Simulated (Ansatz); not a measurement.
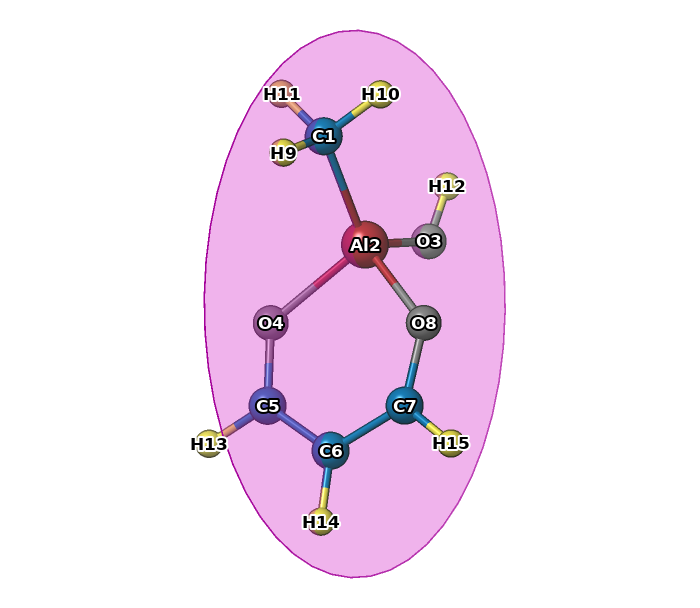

A disc through the centre of mass is drawn in. Atoms fade into the background with distance from the viewer. Computed geometry: PBE0-D4/def2-TZVP optimisation.

### Is the plane of the disc a mirror plane of the structure?

Yes. The reflection leaves C1, Al2, O3, C6, H9, H12, H14 in place and moves O4 ↔ O8; C5 ↔ C7; H10 ↔ H11; H13 ↔ H15. The point group is Cs.
